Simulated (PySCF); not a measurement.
## Electronic structure of C$_{4}$H$_{10}$ClNSi$_{2}$ in real space

Input

```
{"job": {"kind": "nmr", "xc": "PBE0", "basis": "pcSseg-1"}, "charge": 0, "multiplicity": 1}
N     -3.008185    -2.137559    -0.699795
C     -2.954490    -1.002653    -0.564915
C     -2.847327     0.412472    -0.393738
Si    -1.133335     0.897773     0.338112
Cl    -1.098129     0.336418     2.276418
C      0.249374     0.025053    -0.631930
C      1.637098     0.245660    -0.023509
Si     3.005875    -0.660133    -0.988879
H     -2.992466     0.888244    -1.363769
H     -3.647213     0.744488     0.269195
H     -1.033547     2.357973     0.269630
H      0.255237     0.371327    -1.667313
H      0.042700    -1.047850    -0.672723
H      1.630744    -0.092852     1.013777
H      1.849802     1.315942     0.008619
H      4.294325    -0.412009    -0.342108
H      3.028951    -0.143045    -2.360139
H      2.711826    -2.092932    -1.008109
```

Command:

```sh
OMP_NUM_THREADS=1 python probes_run.py task.json out
```

Geometry: GFN2-xTB.

All numbers below come from PySCF, PBE0/pcSseg-1, SCF density, gas phase, non-relativistic.

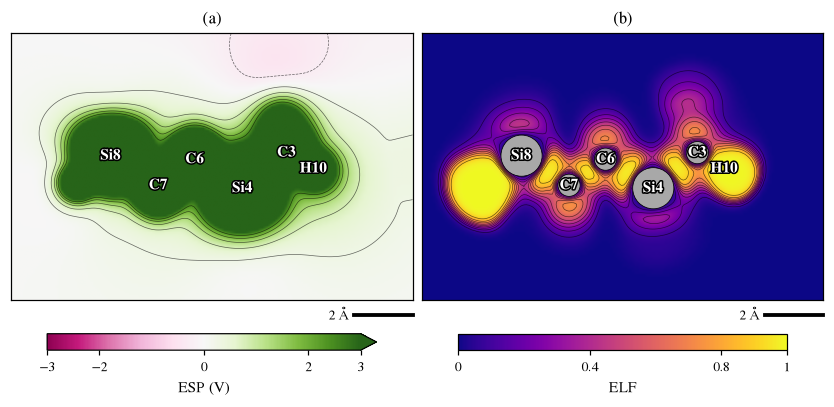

Figure 1. (a) electrostatic potential; (b) ELF on the plane of atoms C3, Si4 and C6. Grey discs cover the atomic cores in the ELF map.

Q: Read the bonding off the picture.

A:
- The plane passes through C, Si and H nuclei.
- C–Si (1.90 Å): the ELF peaks at about 0.95 between the atoms (a shared electron pair).
- C–H (1.09 Å): the ELF climbs to about 1 towards the hydrogen, as it does in any bond to H: a covalent bond by its length.
- C–C (1.53 Å): the ELF peaks at about 0.95 between the atoms: a shared electron pair.
- Outside the dense part of the molecule the potential is most negative (−0.5 V) near N1, which lies off the plane.

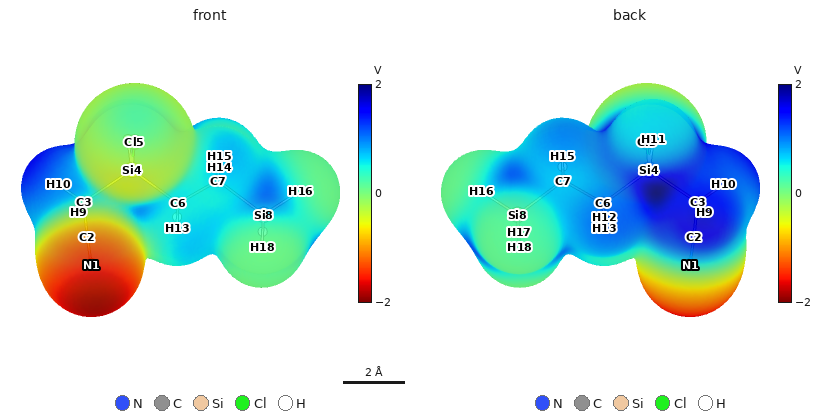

Figure 2. The molecular electrostatic potential painted on the density surface at 0.002 e/bohr³, seen from the front and from behind; the colour scale runs from red (negative) to blue (positive).

Q: Where is the surface potential most negative and most positive?

A: The most negative region (about −1.9 V, or −44 kcal/mol for a unit charge) lies over N1, the most positive (about +1.7 V, or +39 kcal/mol for a unit charge) over Si4. N1 is the likeliest acceptor of a hydrogen bond.

Q: What dipole moment does the calculation give?

A: Its dipole moment is 4.14 D.
